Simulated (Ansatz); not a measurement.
# SiHF (SMILES F[SiH]): CCSDT/STO-3G

Aim: the energy change on altering one bond length of SiHF at CCSDT/STO-3G, from 2 runs. 

The calculation is run with Ansatz 0.2.0.

61 further runs of the same task are left out: 7 that didn't finish, 54 set aside as unsound or not needed.

## (1) The system as given

SiHF has 3 atoms, charge 0, and is taken as a singlet. As SMILES, `F[SiH]`. The coordinates come from a PBE0-D4/def2-TZVP relaxation.

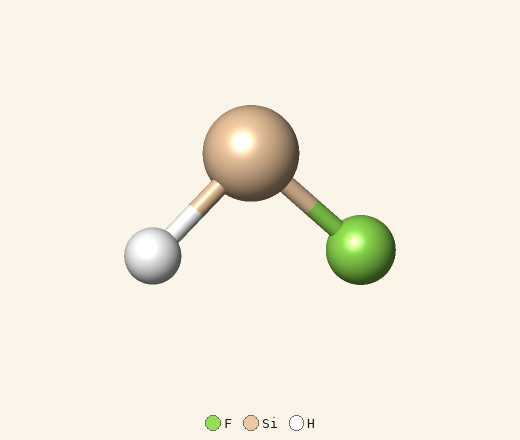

The structure, seen from a chosen angle (fluorine green, silicon light orange, hydrogen white).

## (2) The energy at CCSDT/STO-3G

job.yaml reads:

```yaml
crystal:
  periodic: [false, false, false]
  atoms:
    - symbol: F
      position_ang: [-1.090200, 0.024400, -0.602300]
    - symbol: Si
      position_ang: [0.186800, 0.629400, 0.173800]
    - symbol: H
      position_ang: [0.892400, -0.718600, 0.415300]
basis:
  gaussian:
    orbitals: STO-3G
total_charge: 0
correlation:
  method: ccsdt
  frozen_orbitals: {F: 1, H: 0, Si: 5}
accuracy: high
scf:
  omitted_lower_state_checks: [cluster_reference, increment]
```

On the command line:

```console
ansatz run job.yaml --threads 1 --pin off --max-ram 2610MiB --events-out events.jsonl --progress --plain --runs-dir runs
```

The log of the run, cut to the lines that bear on the results:

```text
Warning: RAYON_NUM_THREADS=1 ignored (pool sized by the plan → 1); use --threads N
Functional definition: HF
  name "HF"
[...]
246 factors; integrals over basis functions are off by at most 3.3e-8 eV
[...]
mean field -10453.75566608 eV, -384.1684349183 hartree, gradient 5.5e-8 eV, S^2 0.000000; 0 other end points of the search recorded, 0 dependent functions left out
6 core orbitals not correlated: weight in the atoms' cores, before any rotation towards them, 1.000 or more for the frozen orbitals, at most 0.000 for the correlated occupied ones
reference -10453.75566608 eV, -384.1684349183 hartree; 6, 6 occupied and 3, 3 virtual orbitals, 246 factors
second order -1.44641007 eV of doubles, -0.00000000 eV of singles
cycle   1  -1.63094583 eV  change   -1.8e-1 eV  update   1.0e-1
[...]
cycle  25  -2.04644209 eV  change   2.3e-10 eV  update  8.0e-10
Total energy: -10455.80210817 eV, -384.2436402781 hartree
Checks for a lower state left out: cluster_reference, increment
```

Wall time 0.2 s (1 thread of AMD EPYC 9R14 (Zen 4), shared host).

## (3) The distorted shape, same level

in.yaml reads:

```yaml
crystal:
  periodic: [false, false, false]
  atoms:
    - symbol: F
      position_ang: [-1.409442, -0.126846, -0.796320]
    - symbol: Si
      position_ang: [0.186800, 0.629400, 0.173800]
    - symbol: H
      position_ang: [0.892400, -0.718600, 0.415300]
basis:
  gaussian:
    orbitals: STO-3G
correlation:
  method: ccsdt
  frozen_orbitals: {F: 1, H: 0, Si: 5}
accuracy: high
scf:
  omitted_lower_state_checks: [cluster_reference, increment]
```

On the command line:

```console
ansatz run in.yaml --threads 1 --pin off --max-ram 2610MiB --events-out events.jsonl --progress --plain --runs-dir runs
```

The log of the run, cut to the lines that bear on the results:

```text
Warning: RAYON_NUM_THREADS=1 ignored (pool sized by the plan → 1); use --threads N
[... 2 set-up lines as earlier in the session ...]
[...]
242 factors; integrals over basis functions are off by at most 3.3e-8 eV
[...]
mean field -10451.72041800 eV, -384.0936409309 hartree, gradient 6.1e-9 eV, S^2 0.000000; 0 other end points of the search recorded, 0 dependent functions left out; unrestricted orbitals would lower it
6 core orbitals not correlated: weight in the atoms' cores, before any rotation towards them, 1.000 or more for the frozen orbitals, at most 0.000 for the correlated occupied ones
reference -10451.72041800 eV, -384.0936409309 hartree; 6, 6 occupied and 3, 3 virtual orbitals, 242 factors
second order -1.66509055 eV of doubles, -0.00000000 eV of singles
cycle   1  -2.01027634 eV  change   -3.5e-1 eV  update   1.2e-1
[...]
cycle  33  -2.62986201 eV  change   6.1e-10 eV  update  7.7e-10
Total energy: -10454.35028001 eV, -384.1902865773 hartree
Checks for a lower state left out: cluster_reference, increment
```

Wall time 0.2 s (1 thread of AMD EPYC 9R14 (Zen 4), shared host).

## (4) Summary of results

At CCSDT/STO-3G, 6 core orbitals frozen:

```
                                                          quantity          value
                                         first shape: total energy  -384.24364 Eh
          first shape: correlation energy (6 core orbitals frozen)      -75.2 mEh
                                        first shape: T1 diagnostic          0.024
                                     distorted shape: total energy  -384.19029 Eh
      distorted shape: correlation energy (6 core orbitals frozen)      -96.6 mEh
                                    distorted shape: T1 diagnostic          0.042
energy change with the F1–Si2 bond stretched from 1.612 to 2.015 Å       1.452 eV
```

In words: With the F1–Si2 bond stretched from 1.612 to 2.015 Å the energy rises by 1.45 eV (140 kJ/mol). The first shape isn't relaxed at this level, so the change isn't measured from a minimum. The minimal basis adds a large error of its own. The T1 diagnostic (first shape) of 0.024 is above the customary mark for such species, so a single reference may not serve. The T1 diagnostic (distorted shape) of 0.042 is above the customary mark for such species, so a single reference may not serve. The restricted solution (distorted shape) is unstable to spin breaking: an unrestricted one lies lower.
